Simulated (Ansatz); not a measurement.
# Lattice dynamics of HfPbSO2 (built on the sites of a database entry of HfPbO3), part 2 of 2

The cell of HfPbSO2 (built on the sites of a database entry of HfPbO3) is at rest. What are its phonons? After the zone centre comes a 2×4×4 q mesh on a 6×8×8 k mesh.

Ansatz 0.2.0; DFT PBEsol, scalar-relativistic, plane waves, PAW.

So far. Step 2 (Zone-centre response): Before it was imposed, the acoustic sum rule was missed by 9.1e-5 eV/Å² and the charge sum rule by 0.0045 e. Small misses are needed for a sound result but don't prove that mesh and cutoff are converged. The lowest optical mode is imaginary, 170.2i cm⁻¹, so the energy falls along it.

The structure was built from a prototype and need not be the compound's stable phase.

**3. Response at finite wavevector**

Stability and thermal properties need the whole zone. Linear response on a 2×4×4 q mesh gives force constants as far as a supercell of that size would, and the tensors from the zone-centre run are typed in so that the long-range dipole term is interpolated apart.

File input.yaml:

```yaml
crystal:
  lattice:
    - [5.112178275, 0.0, 0.0]
    - [0.0, 4.0961772096, 0.0]
    - [0.0, 0.0, 4.0961772096]
  atoms:
    - { symbol: Hf, position: [0.5, 0.5, 0.5] }
    - { symbol: Pb, position: [0.0, 0.0, 0.0] }
    - { symbol: S, position: [0.0, 0.5, 0.5] }
    - { symbol: O, position: [0.5, 0.0, 0.5] }
    - { symbol: O, position: [0.5, 0.5, 0.0] }
kpoints:
  mp_grid: { grid: [6, 8, 8] }
hamiltonian:
  xc: pbesol
scf:
  occupations: { method: fixed }
output:
  eigenvalues: true
phonons:
  method: dfpt
  qmesh: [2, 4, 4]
  temperatures: { t_max: 1000, t_step: 50 }
  qpath:
    path:
      - [[0.0, 0.0, 0.0], [0.0, 0.0, 0.5], [0.0, 0.5, 0.5], [0.0, 0.0, 0.0], [0.5, 0.0, 0.0], [0.5, 0.0, 0.5], [0.5, 0.5, 0.5], [0.5, 0.0, 0.0]]
      - [[0.0, 0.0, 0.5], [0.5, 0.0, 0.5]]
      - [[0.0, 0.5, 0.5], [0.5, 0.5, 0.5]]
    npoints: 10
  non_analytic_term:
    high_frequency_dielectric_tensor: [[7.0598, 0.0, 0.0], [0.0, 10.8852, 0.0], [0.0, 0.0, 10.8852]]
    born_effective_charges:
      - { species: Hf, tensor: [[5.0627, 0.0, 0.0], [0.0, 6.4774, 0.0], [0.0, 0.0, 6.4774]] }
      - { species: Pb, tensor: [[2.9055, 0.0, 0.0], [0.0, 5.1354, 0.0], [0.0, 0.0, 5.1354]] }
      - { species: S, tensor: [[-3.2555, 0.0, 0.0], [0.0, -3.9495, 0.0], [0.0, 0.0, -3.9495]] }
      - { species: O, tensor: [[-2.3564, 0.0, 0.0], [0.0, -5.9158, 0.0], [0.0, 0.0, -1.7475]] }
      - { species: O, tensor: [[-2.3564, 0.0, 0.0], [0.0, -1.7475, 0.0], [0.0, 0.0, -5.9158]] }
    source: "zone-centre run at this cell"
```

The run is started by

```bash
> ansatz run input.yaml --threads 8 --pin off --max-ram 14336MiB --backend cpu --events-out ev --progress --plain --runs-dir out
```

Numbers of over 12 decimals in the logs are rounded to 6 here.

The program printed:

```text
[...]
Crystal: 5 atoms, lattice volume = 85.776 Å³
Basis set: ecut = 420 eV, 1673 PW (Γ), exchange–correlation on 72×60×60 points (8 copies of the dense FFT grid, shifted against one another)
Bands: 35, of which v1, the nominal top of the filled ones, is band 29 counted from 1 (28 counted from 0)
Symmetry: 16 space group operations
k-points: 60 of 384
[...]
SCF iter   1: F=—  HF=-29364.465983 eV  |F-HF|=—  |Δ(HF+E_count)|=         —  Δρ=1.18e-2  dr2=1.19e-1  ethr=1.77e-3  ⟨swp⟩=4.8  Hψ=7025  notcnv=0  defer=215
[...]
SCF iter  12: F=-29364.433056 eV  HF=-29364.433056 eV  |F-HF|=7.28e-12  |Δ(HF+E_count)|=    0.00e0  Δρ=8.83e-8  dr2=5.77e-12  ethr=1.00e-12  ⟨swp⟩=5.2  Hψ=8937  notcnv=0
SCF 1 converged in 12 iterations: F = -29364.433056 eV  dr2 = 5.77e-12
[...]
NSCF: frozen V_eff on 60 k-points
[...]
DFPT response loops at q = (0, 0, 0) (fractional): preconditioner auto → Resta (q_TF=auto, 2.556 Å⁻¹)  ε∞=6.7 (no band partly filled); β = 1.00, the filter's whole step (`scf.mixing.beta` (0.50) is not read by the response loops at its default; to damp them type it under 1.00, their step now; it binds the ground state too); Broyden in place of MSR1
[...]
SCF converged after 12 iterations
Free energy (F): -29364.433056 eV
[...]
Internal energy: -29364.433056 eV  (E = F + TS)
E sigma→0 (E₀):  -29364.433056 eV
Fermi energy:    10.665775 eV
[...]
--- Band table (eV; the first three rows and the last of 60) ---
  k-point 0: bands = [... 25 lower, 9.1767, 9.8798, 9.9152, 9.9152, 13.0211, 13.0211, 14.2504, 14.3141, ... 2 higher]
  k-point 1: bands = [... 25 lower, 9.0699, 9.5889, 9.7760, 9.7772, 13.0376, 13.3616, 14.2558, 14.6217, ... 2 higher]
  k-point 2: bands = [... 25 lower, 9.0655, 9.2669, 9.6099, 9.7097, 13.0784, 13.6851, 13.9847, 14.5438, ... 2 higher]
  k-point 59: bands = [... 25 lower, 6.6770, 9.2306, 9.2306, 10.5232, 14.3209, 16.2825, 16.2825, 16.7162, ... 2 higher]
--- Phonons (Γ-DFPT): 9 representative perturbations + reference (Σ response iterations 27) ---
  ASR residual: 9.836e-5 → 0.000e0 eV/Å²; symmetrization residual: 5.305e-6 eV/Å²
  ASR residual per site (eV/Å²): 1.62e-5 1.19e-5 2.66e-5 9.84e-5 9.84e-5
[...]
--- Phonons (arbitrary-q DFPT): 12 irreducible q on the 2×4×4 mesh ---
  q = [0.0000, 0.0000, 0.0000] (star 1, of the zone-centre solve; hermiticity 8.54e-7, symmetrization 5.72e-13): -170.25 -121.01 -10.72 -10.72 -0.00 -0.00 0.00 118.17 118.17 127.01 166.52 166.52 342.49 489.61 489.61
  q = [0.0000, 0.0000, 0.2500] (star 4, 15 solved perturbations on 160 of 384 k-point pairs; hermiticity 3.44e-7, symmetrization 5.24e-14): -137.10 -85.27 35.98 57.49 58.34 78.68 128.70 143.55 181.24 215.24 216.08 277.29 339.75 484.51 699.75
[...]
q = [0.0000, 0.2500, 0.2500] (star 4, 9 solved perturbations in 1968 linear systems a pass and spin channel, the states on 256 of 384 k-point pairs; hermiticity 2.86e-7, symmetrization 2.47e-13): -80.00 21.31 54.24 54.63 81.20 89.49 144.98 149.27 156.15 172.11 230.06 321.90 336.49 556.41 745.21
[...]
sum rule: each row above includes the acoustic sum rule's correction from the zone centre's row sums; it moved no ω² by more than (1.29 cm⁻¹)²
  mesh force constants: q→R imaginary residual 1.93e-18; ASR residual 9.836e-5 → 0.000e0 eV/Å²; symmetrization residual 1.421e-14 eV/Å²
  interpolated dispersion: 94 rows × 15 modes
  density of states and harmonic sums: on the 12×16×16 q-mesh, interpolated from the force constants of a 2×4×4 supercell (with the dipole–dipole term of supplied tensors)
  largest difference from the sums on the solved wave vectors: F 3.79e-2 eV, S 4.75e-5 and C_V 1.43e-5 eV/K
  zero-point energy: 0.194335 eV/cell   skipped modes (ω ≤ 0): 697, of them read as no rigid motion or as one in doubt: 694 (2.174e0 modes/cell left out, lowest -170.25 cm⁻¹)   left out of the sums: 1.45e-1 of the cell's modes: C_V's classical limit lies that fraction below 3 k_B per atom; for a crystal, a wire or a layer, F and S can be off by more, and a phonons.interpolated_qmesh denser along its periods is the remedy for the sampling
```

Run time: 5.6 min. Hardware: 8 threads of AMD EPYC 9R45, shared host; peak memory 2.2 GiB.

Numbers from this step:

- sum-rule residual before enforcement: 9.84e-5 eV/Å²
- lowest frequency on the path: -170.2 cm⁻¹
- highest frequency on the path or at a solved wavevector: 811.3 cm⁻¹
- lowest mode on the q mesh (acoustic modes at Γ apart): -170.2 cm⁻¹

Frequencies (cm⁻¹) solved at each irreducible wavevector; negative means imaginary. Frequencies by wavevector, by row:

```
q in reciprocal lattice units  star  mode 1  mode 2  mode 3  mode 4  mode 13  mode 14  mode 15
                        0 0 0     1  -170.2    -121   -10.7   -10.7    342.5    489.6    489.6
                     0 0 0.25     4  -137.1   -85.3      36    57.5    339.8    484.5    699.8
                     0 0 -0.5     2  -123.7   -71.8      51    63.3    335.4    478.2    757.5
                  0 0.25 0.25     4     -80    21.3    54.2    54.6    336.5    556.4    745.2
                  0 0.25 -0.5     4   -63.1      30    43.7      75    342.6    569.3    782.7
                  0 -0.5 -0.5     1  -126.3   -51.5    47.1    47.1    366.2    600.5    811.3
                     -0.5 0 0     1  -138.9    32.4    32.4    34.5    382.5    492.2    492.2
                  -0.5 0 0.25     4    -109   -55.1    46.9    66.9    370.3      487    652.2
                  -0.5 0 -0.5     2   -78.5   -64.4    57.5    72.2    367.9    480.6    736.3
               -0.5 0.25 0.25     4  -101.7   -58.4      43    87.1    365.5    551.5    706.1
               -0.5 0.25 -0.5     4   -70.2   -64.1     -43    68.2    363.8    563.5    761.7
               -0.5 -0.5 -0.5     1  -127.3   -89.3   -89.3   -60.4    362.1    594.4    793.8
```

Interpolated from a 2×4×4 q mesh, with the LO-TO term (at Γ the limit along the path; where Γ stands inside the path, tables give the limit on arrival). The phonon branches at the labelled points (cm⁻¹):

```
    point  branch 1  branch 2  branch 3  branch 4  branch 12  branch 13  branch 14  branch 15
        Γ      -170      -121       -11         0        266        342        490        593
        X      -124       -72        51        63        290        335        478        758
        M      -126       -52        47        47        327        366        600        811
        Γ      -170      -121       -11         0        266        342        490        593
        Z      -139        32        32        34        290        382        492        492
        R       -78       -64        57        72        277        368        481        736
        A      -127       -89       -89       -60        360        362        594        794
        Z      -139        32        32        34        290        382        492        492
jump to X      -124       -72        51        63        290        335        478        758
        R       -78       -64        57        72        277        368        481        736
jump to M      -126       -52        47        47        327        366        600        811
        A      -127       -89       -89       -60        360        362        594        794
```

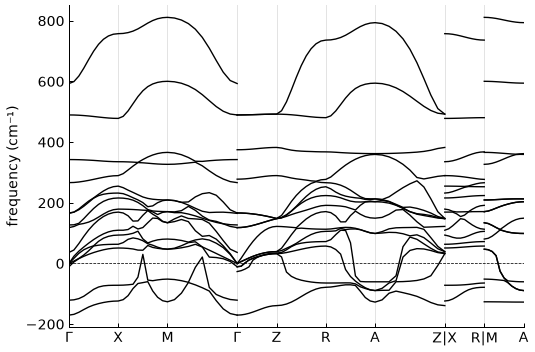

Phonon branches along the path.

The phonon density of states has structure finer than the step of the table below, so its rows give means over 100 cm⁻¹, whole bins alone (the curve runs from -175 to 815 cm⁻¹). Peaks (cm⁻¹: height): -65.0: 0.0568, 45.0: 0.0524, 75.0: 0.0464, 115.0: 0.0485, 165.0: 0.0541, 285.0: 0.0190, 345.0: 0.0338.

Tetrahedra on a 12×16×16 mesh, mean over bins of 10 cm-1. Interpolated from a 2×4×4 q mesh. Phonon density of states against wavenumber; means over each step:

| wavenumber (cm⁻¹) | phonon density of states (1/cm⁻¹/cell) |
| --- | --- |
| -100 | 0.0189 |
| 0 | 0.0116 |
| 100 | 0.0381 |
| 200 | 0.0384 |
| 300 | 0.0163 |
| 400 | 0.00647 |
| 500 | 0.00700 |
| 600 | 0.00453 |
| 700 | 0.00468 |

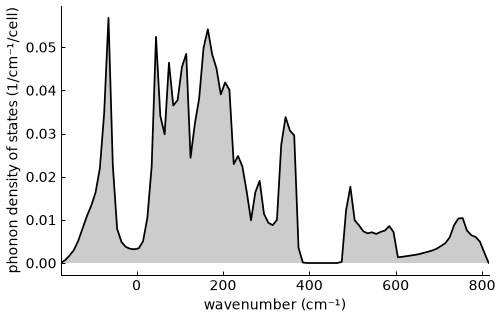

Phonon density of states, plotted against wavenumber.

The partial phonon density of states has structure finer than the step of the table below, so its rows give means over 50 cm⁻¹, whole bins alone (the curve runs from -180 to 844 cm⁻¹). Peaks (cm⁻¹: height): Hf 84.0: 0.0207, 154.8: 0.0177, 206.4: 0.0161; O 167.7: 0.0194, 283.7: 0.0118, 496.4: 0.0161, 528.6: 0.0113; Pb -64.3: 0.0375, 45.3: 0.0319; S 206.4: 0.0160, 354.6: 0.0224.

Phonopy on the run's constants, 11x13x13 mesh, Gaussian sigma 7.3 cm-1. Interpolated from a 2×4×4 q mesh. The partial phonon density of states by wavenumber; means over each step; values in 1/cm⁻¹/cell:

```
wavenumber (cm⁻¹)       Hf        O       Pb        S
             -150   2.8e-5  0.00299   9.4e-5   6.2e-5
             -100   3.3e-4  0.00935  0.00639   9.4e-4
              -50   3.2e-4  0.00434   0.0169   7.1e-4
                0   3.2e-4   6.4e-4  0.00282   2.2e-4
               50  0.00847  0.00328   0.0206   8.7e-4
              100   0.0187   0.0106  0.00841  0.00256
              150   0.0145   0.0150  0.00296   0.0101
              200   0.0134   0.0105  0.00134   0.0148
              250  0.00167  0.00792   3.0e-4  0.00930
              300  0.00115  0.00922   1.6e-4  0.00203
              350   6.2e-4  0.00683   2.7e-5   0.0172
              400   9.1e-6   7.7e-5   5.4e-7   9.5e-4
              450   9.0e-6   4.2e-4        0   2.4e-6
              500   1.8e-4  0.00962        0   4.7e-5
              550   7.7e-5  0.00707        0   2.9e-5
              600   4.1e-5  0.00467        0   2.8e-5
              650   4.7e-5  0.00196   1.3e-6   3.0e-5
              700   5.9e-5  0.00373   3.9e-6   3.8e-5
              750   6.1e-5  0.00838   7.8e-6   5.2e-5
              800   1.6e-5  0.00342        0   1.4e-5
```

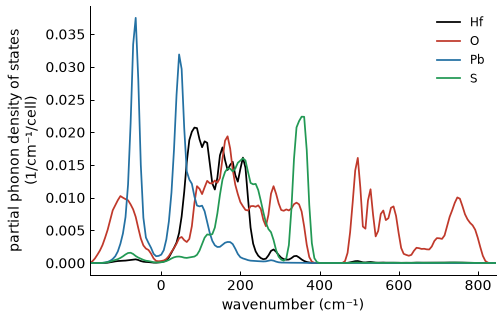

Partial phonon density of states against wavenumber.

Symmetry leaves 12 wavevectors to solve. The lowest mode among them, the acoustic zeros apart, lies at Γ and is imaginary, 170.2i cm⁻¹, so the energy falls along it.

**4. Isotope substitution, element Hf, natural mass 178.486 amu**

An isotope changes the mass and not the force constants, so no new electronic calculation is needed; the shifts show which modes move this element.

The same force constants with the mass of Hf changed from 178.486 to 173.940 u (phonopy, no LO-TO term). Both lists are sorted by frequency; levels can cross, so a row need not hold one and the same mode. Modes under 3 cm⁻¹ are left out. Isotope shifts, by row, the first 40 of 57 rows:

| q | rank | natural mass (cm⁻¹) | changed mass (cm⁻¹) |
| --- | --- | --- | --- |
| 0 0 0 | 1 | -170.2 | -170.2 |
| 0 0 0 | 2 | -121 | -121.1 |
| 0 0 0 | 3 | -10.72 | -10.76 |
| 0 0 0 | 4 | -10.72 | -10.76 |
| 0 0 0 | 8 | 118.2 | 118.5 |
| 0 0 0 | 9 | 118.2 | 118.5 |
| 0 0 0 | 10 | 127 | 127.8 |
| 0 0 0 | 11 | 166.5 | 166.7 |
| 0 0 0 | 12 | 166.5 | 166.7 |
| 0 0 0 | 13 | 342.5 | 342.7 |
| 0 0 0 | 14 | 489.6 | 489.7 |
| 0 0 0 | 15 | 489.6 | 489.7 |
| 0 0 0.25 | 1 | -137.1 | -137.2 |
| 0 0 0.25 | 2 | -85.27 | -85.27 |
| 0 0 0.25 | 3 | 35.98 | 35.99 |
| 0 0 0.25 | 4 | 57.49 | 58.17 |
| 0 0 0.25 | 5 | 58.34 | 58.83 |
| 0 0 0.25 | 6 | 78.68 | 78.68 |
| 0 0 0.25 | 7 | 128.7 | 130 |
| 0 0 0.25 | 8 | 143.6 | 144 |
| 0 0 0.25 | 9 | 181.2 | 181.3 |
| 0 0 0.25 | 10 | 215.2 | 215.3 |
| 0 0 0.25 | 11 | 216.1 | 216.2 |
| 0 0 0.25 | 12 | 277.3 | 277.8 |
| 0 0 0.25 | 13 | 339.8 | 340 |
| 0 0 0.25 | 14 | 484.5 | 484.6 |
| 0 0 0.25 | 15 | 699.8 | 699.9 |
| 0 0 -0.5 | 1 | -123.7 | -123.8 |
| 0 0 -0.5 | 2 | -71.8 | -71.8 |
| 0 0 -0.5 | 3 | 51.05 | 51.05 |
| 0 0 -0.5 | 4 | 63.26 | 64.07 |
| 0 0 -0.5 | 5 | 93.55 | 94.61 |
| 0 0 -0.5 | 6 | 109.6 | 109.6 |
| 0 0 -0.5 | 7 | 169.3 | 170.8 |
| 0 0 -0.5 | 8 | 179.2 | 179.2 |
| 0 0 -0.5 | 9 | 215.9 | 215.9 |
| 0 0 -0.5 | 10 | 232.1 | 232.2 |
| 0 0 -0.5 | 11 | 255 | 255 |
| 0 0 -0.5 | 12 | 289.6 | 290.6 |
| 0 0 -0.5 | 13 | 335.4 | 335.7 |

A mode of this element alone would shift by +1.30 %. The highest zone-centre frequency without the field goes from 489.6 to 489.7 cm⁻¹ (+0.0 %).

**5. Isotope substitution, element O, natural mass 15.999 amu**

The same for O, from 16.00 to 18.00 u.

A mode of this element alone would shift by -5.72 %. The highest zone-centre frequency without the field goes from 489.6 to 462.4 cm⁻¹ (-5.6 %).

**6. Isotope substitution, element Pb, natural mass 207.2 amu**

The same for Pb, from 207.20 to 203.97 u.

The same force constants with the mass of Pb changed from 207.200 to 203.973 u (phonopy, no LO-TO term). Both lists are sorted by frequency; levels can cross, so a row need not hold one and the same mode. Modes under 3 cm⁻¹ are left out. Isotope shifts, by row, the first 40 of 57 rows:

```
       q  rank  natural mass (cm⁻¹)  changed mass (cm⁻¹)
   0 0 0     1               -170.2               -170.2
   0 0 0     2                 -121               -121.4
   0 0 0     3               -10.72               -10.76
   0 0 0     4               -10.72               -10.76
   0 0 0     8                118.2                118.2
   0 0 0     9                118.2                118.2
   0 0 0    10                  127                127.2
   0 0 0    11                166.5                166.6
   0 0 0    12                166.5                166.6
   0 0 0    13                342.5                342.5
   0 0 0    14                489.6                489.6
   0 0 0    15                489.6                489.6
0 0 0.25     1               -137.1               -137.1
0 0 0.25     2               -85.27               -85.75
0 0 0.25     3                35.98                36.24
0 0 0.25     4                57.49                57.51
0 0 0.25     5                58.34                58.39
0 0 0.25     6                78.68                79.26
0 0 0.25     7                128.7                128.7
0 0 0.25     8                143.6                143.7
0 0 0.25     9                181.2                181.2
0 0 0.25    10                215.2                215.3
0 0 0.25    11                216.1                216.2
0 0 0.25    12                277.3                277.3
0 0 0.25    13                339.8                339.8
0 0 0.25    14                484.5                484.5
0 0 0.25    15                699.8                699.8
0 0 -0.5     1               -123.7               -123.7
0 0 -0.5     2                -71.8               -72.33
0 0 -0.5     3                51.05                51.44
0 0 -0.5     4                63.26                63.26
0 0 -0.5     5                93.55                93.55
0 0 -0.5     6                109.6                110.4
0 0 -0.5     7                169.3                169.3
0 0 -0.5     8                179.2                179.3
0 0 -0.5     9                215.9                215.9
0 0 -0.5    10                232.1                232.1
0 0 -0.5    11                  255                  255
0 0 -0.5    12                289.6                289.6
0 0 -0.5    13                335.4                335.4
```

A mode of this element alone would shift by +0.79 %. The highest zone-centre frequency without the field goes from 489.6 to 489.6 cm⁻¹ (+0.0 %).

**7. Another isotope, element S, natural mass 32.06 amu**

The same for S, from 32.06 to 33.97 u.

A mode of this element alone would shift by -2.85 %. The highest zone-centre frequency without the field goes from 489.6 to 489.5 cm⁻¹ (-0.0 %).

**8. Summary of results**

```yaml
space_group_within_0p01_a: P4/mmm
volume_per_atom: 17.2 Å³
gap_on_the_k_mesh: 1.33 eV
highest_optical_mode_at_the_zone_centre_no_lo_to_term: 490 cm⁻¹
top_of_the_zone_centre_spectrum_with_the_field: 593 cm⁻¹
lowest_optical_zone_centre_mode: -170 cm⁻¹
mean_high_frequency_dielectric_constant: 9.61
largest_born_charge_third_of_the_trace: 6.01 e
lowest_mode_on_the_q_mesh_acoustic_modes_at_gamma_apart: -170 cm⁻¹
highest_frequency_on_the_path_or_at_a_solved_wavevector: 811 cm⁻¹
imaginary_modes_on_the_2x4x4_q_mesh: yes
```

What this shows: Modes are clearly imaginary (beyond 10i cm⁻¹) at 12 of the 12 irreducible wavevectors, most at Γ (170.2i cm⁻¹), so this structure is not a minimum of the energy. Without the field, the optical modes at Γ span -170 to 490 cm⁻¹ (negative means imaginary). The highest mode in this list at Γ, 489.6 cm⁻¹, is mostly motion of O (97 % of the kinetic energy). With the macroscopic field of the longitudinal modes the top of the zone-centre spectrum lies at 593 cm⁻¹, against 490 cm⁻¹ without it. Among the real modes, the strongest infrared line is at 490 cm⁻¹. With the field response the log warns that the k mesh is coarse for the force constants too, so the frequencies may not be converged. Spin-orbit coupling is left out, which can matter for the heavy elements here. The starting cell was built on a prototype and not taken from a measurement, so the phase need not exist. These are harmonic frequencies at zero temperature: anharmonic shifts, linewidths and thermal expansion are left out.

[Logs are printed without paths, hosts, clocks, repeated set-up lines and the standing remarks that a program may print on its own settings, such as how far it seeks lower states.]

[Hosts, paths, dates, database ids (printed as entryN), source tags and the programs' standing remarks are cut or masked in the printed files.]
